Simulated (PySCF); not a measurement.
## Electronic structure of C3H7BOSi (SMILES C=C1COB[SiH2]1) in real space

```json
{"atom": "C", "x (Å)": "-1.9805", "y (Å)": "-0.0366", "z (Å)": "0.0280"}
{"atom": "C", "x (Å)": "-0.6577", "y (Å)": "-0.0321", "z (Å)": "0.0070"}
{"atom": "C", "x (Å)": "0.1365", "y (Å)": "-1.3069", "z (Å)": "-0.1238"}
{"atom": "O", "x (Å)": "1.5363", "y (Å)": "-1.0867", "z (Å)": "-0.1293"}
{"atom": "B", "x (Å)": "2.0213", "y (Å)": "0.1453", "z (Å)": "-0.0220"}
{"atom": "Si", "x (Å)": "0.5465", "y (Å)": "1.4405", "z (Å)": "0.1240"}
{"atom": "H", "x (Å)": "-2.5362", "y (Å)": "0.8803", "z (Å)": "0.1223"}
{"atom": "H", "x (Å)": "-2.5662", "y (Å)": "-0.9429", "z (Å)": "-0.0468"}
{"atom": "H", "x (Å)": "-0.0803", "y (Å)": "-1.9894", "z (Å)": "0.7081"}
{"atom": "H", "x (Å)": "-0.1132", "y (Å)": "-1.8298", "z (Å)": "-1.0560"}
{"atom": "H", "x (Å)": "3.1921", "y (Å)": "0.2213", "z (Å)": "-0.0381"}
{"atom": "H", "x (Å)": "0.2655", "y (Å)": "2.1608", "z (Å)": "1.3769"}
{"atom": "H", "x (Å)": "0.2315", "y (Å)": "2.3766", "z (Å)": "-0.9682"}
```

Geometry: GFN2-xTB.

The calculation used PySCF, PBE0/pcSseg-1, SCF density, gas phase, non-relativistic.

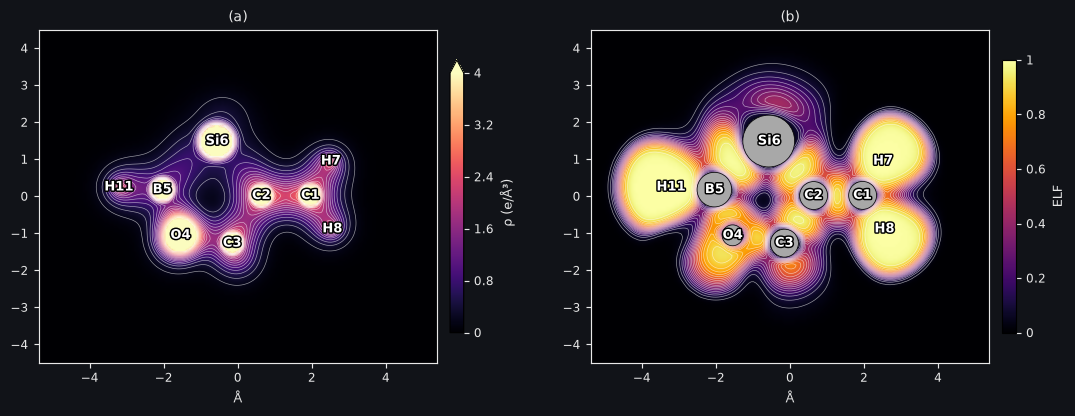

Figure 1. (a) total electron density; (b) ELF on the plane of atoms C1, C2 and Si6. Grey discs cover the atomic cores in the ELF map.

### Interpret the plot.

- The plane passes through C, O, B, Si and H nuclei.
- C–C (1.32 Å): the density is about 2.3 e/Å³ at the midpoint; the ELF peaks at about 0.95 between the atoms: a short, multiple covalent bond.
- B–O (1.33 Å): ρ is about 2.3 e/Å³ halfway; the ELF peaks at about 0.90 between the atoms (a polar covalent bond).
- C–O (1.42 Å): the density is about 2 e/Å³ at the midpoint, with its minimum of 1.7 e/Å³ about 0.5 Å from C; the ELF peaks at about 0.90 between the atoms (a polar covalent bond).
- C–Si (1.91 Å): ρ is about 0.89 e/Å³ halfway; the ELF peaks at about 0.95 between the atoms: a covalent bond.
- Si–B (1.97 Å): ρ is about 0.83 e/Å³ halfway; the ELF peaks at about 1 between the atoms; a shared electron pair.
- The ELF also peaks beside O4, away from the bonds: lone-pair regions.

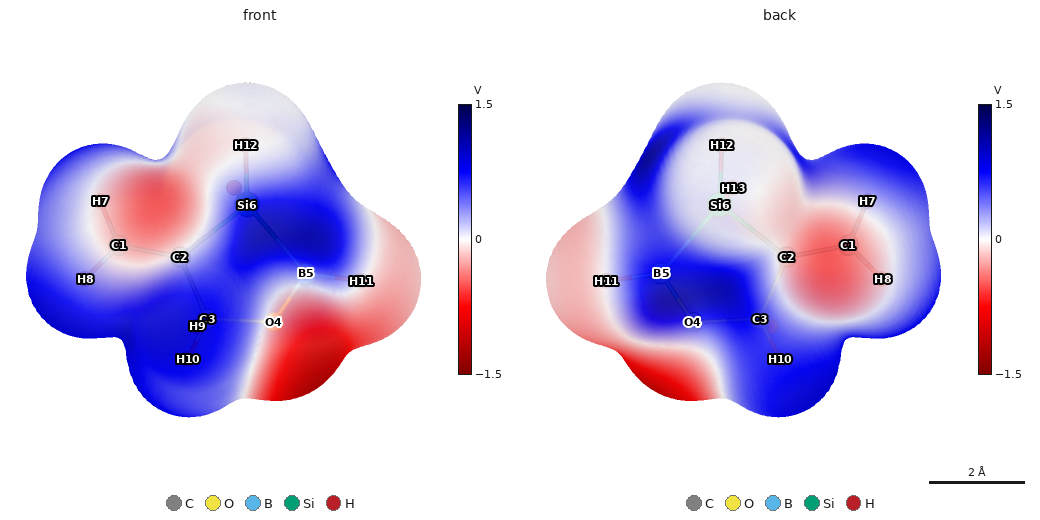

Figure 2. The electrostatic potential painted on the density surface at 0.002 e/bohr³, seen from the front and from behind; the colour scale runs from red (negative) to blue (positive).

### Which sites attract a positive test charge, and which a negative one?

A positive charge is drawn to the negative regions and a negative charge to the positive ones. The most negative region (about −1.2 V, or −28 kcal/mol for a unit charge) lies over O4, the most positive (about +1.1 V, or +25 kcal/mol for a unit charge) over B5 and Si6. O4 is the likeliest acceptor of a hydrogen bond.
